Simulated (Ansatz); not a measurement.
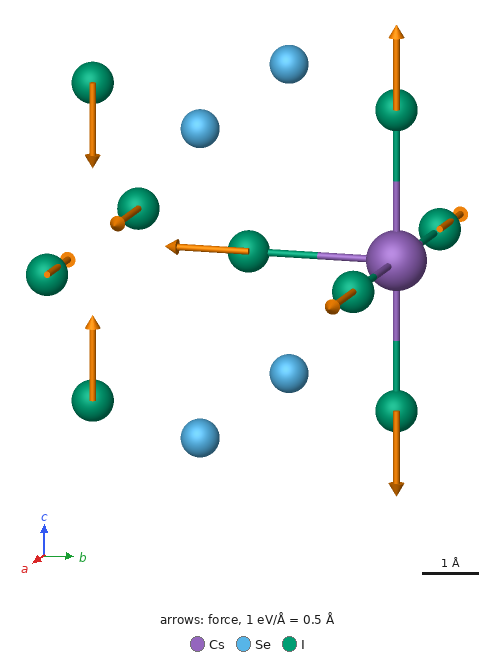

Starting geometry of solid CsSe2I6 (a generated structure, set up in Fm-3m) (coarse preliminary run) with the computed forces as orange arrows. The picture is a ball-and-stick view of the atoms within 5.0 Å of the atom that moves most (axes of the conventional cell (4 times the calculation's cell)), seen slightly off an axis. Lengths and directions refer to the drawn axes.

Computed with DFT PBE, scalar-relativistic, plane waves, PAW (Ansatz 0.2.0). (plane-wave cutoff 420 eV; k-point mesh 4 × 4 × 4; occupations gaussian; smearing width 0.1 eV; no spin polarisation; cell and atoms relaxed; force threshold 0.04 eV/Å; at most 70 steps)

Question: What follows when this structure is relaxed?

Answer: It isn't relaxed: the largest force vector, on I atoms, is 3.17 eV/Å. The atoms end up moving mostly along the starting forces (cosine between the two patterns 1.00). Over 6 accepted moves (7 points after the start) the energy falls by 5.202 eV per cell of the calculation. Largest force component: 3.2 eV/Å at the start, 0.021 eV/Å at the end. The pressure goes from 4.83 to 0.06 GPa. The SCF was repeated once at an unchanged geometry on a basis and grid sized afresh for the cell, which shifted the energy by 2.1 meV per cell of the calculation at most. The largest moves relative to the cell, 0.58 Å, are those of I atoms. Se and Cs stay in place. Cell: a = b = c 11.441 → 11.815 Å (+3.3 %). Volume +10.1 %. Among the contacts that change: I–I 4.155 → 3.466 Å, Cs–I 2.783 → 3.457 Å. The space group stays Fm-3m (No. 225). The run took 2.9 min on 1 thread of Arm Neoverse V1, with other jobs on the host, peak memory 0.77 GiB.

Limits of the set-up: an odd number of electrons was run without spin polarisation, which fails if the electron would localise.
